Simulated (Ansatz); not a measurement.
C2H7AlN (doublet)

```xyz
11

C    -0.4904    1.2952   -0.2740
N    -0.2515   -0.1252   -0.2027
C     0.8813   -0.4499    0.6321
Al   -1.2289   -1.3561   -1.0405
H     0.3758    1.8310   -0.6878
H    -0.6917    1.7220    0.7190
H    -1.3519    1.5117   -0.9110
H     0.7365   -0.0961    1.6630
H     1.0385   -1.5304    0.6677
H     1.8049    0.0128    0.2557
H    -0.7571   -2.8721   -0.8010
```

Geometry: PBE0-D4/def2-TZVP.

Method: UKS PBE0-D4/def2-TZVPP (Ansatz 0.2.0).

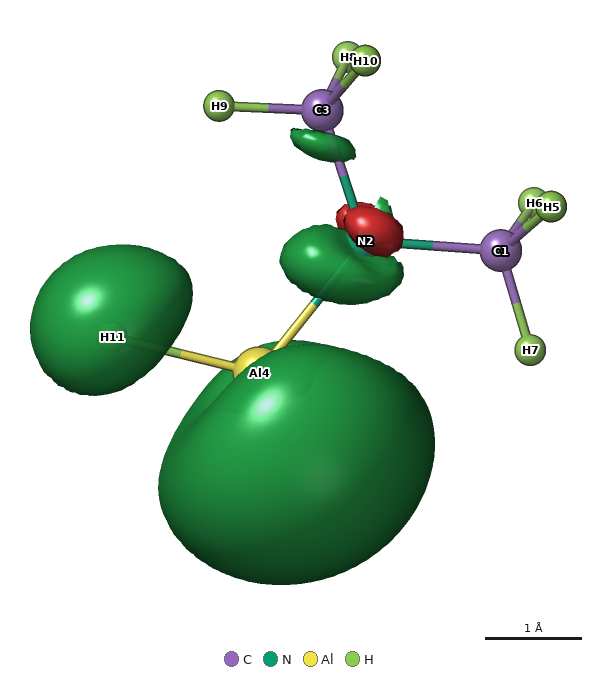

Figure 1. Isosurfaces of the spin density at +0.015 (green) and −0.015 e/Å³ (red), seen across its widest extent.

> Describe the spin distribution.

The unpaired spin (1 electron) lies mostly on Al4 (about 0.8) and H11 (about 0.1), in electrons by Hirshfeld's partition.

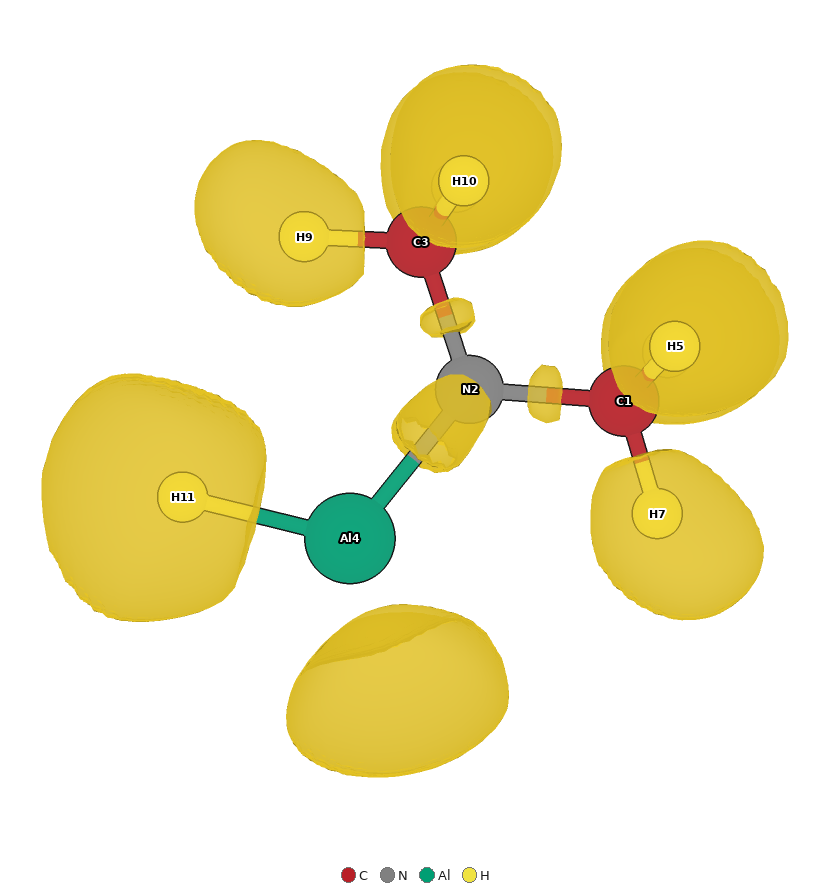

Figure 2. Isosurface of the electron localisation function at 0.85 (yellow), seen across its widest extent. Only the valence region is drawn (cores and ρ < 0.01 e/Å³ removed).

> What do the ELF domains correspond to?

At this value the surface marks out two regions between bonded C–N atoms (shared pairs), seven regions around hydrogen nuclei, one lobe of the valence shell of N pointing towards Al and one lobe on Al, pointing away from the bonds (non-bonding electrons). Profiles from the grid: C–N (1.44 Å): the ELF peaks at about 0.90 between the atoms, as expected for localised, covalent bonding. Al–N (1.78 Å): the ELF peaks at about 0.90 in the valence shell of N, 0.7 Å from its nucleus, and is about 0.65 at the midpoint.

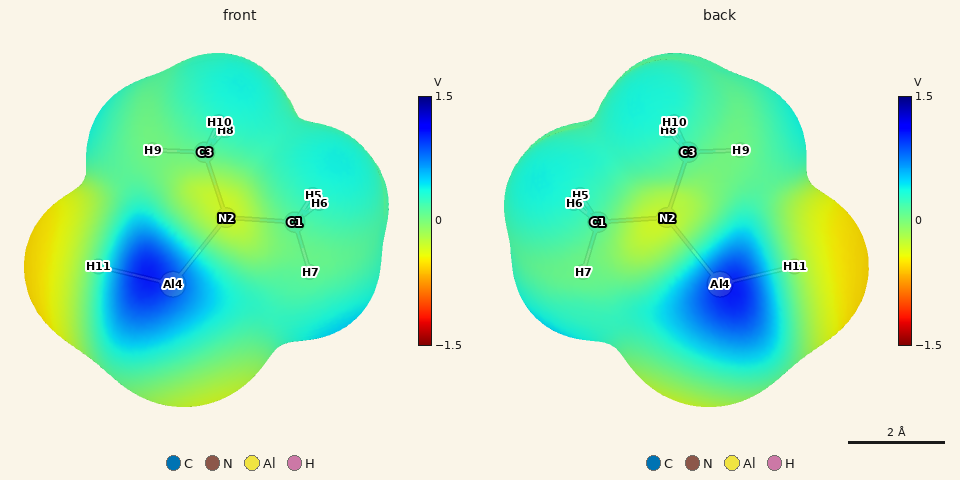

Figure 3. The electrostatic potential painted on the density surface at 0.001 e/bohr³, seen from the front and from behind; the colour scale runs from red (negative) to blue (positive).

> Describe the electrostatic potential map.

The most negative region (about −0.5 V, or −12 kcal/mol for a unit charge) lies over H11, the most positive (about +1.0 V, or +23 kcal/mol for a unit charge) over Al4.
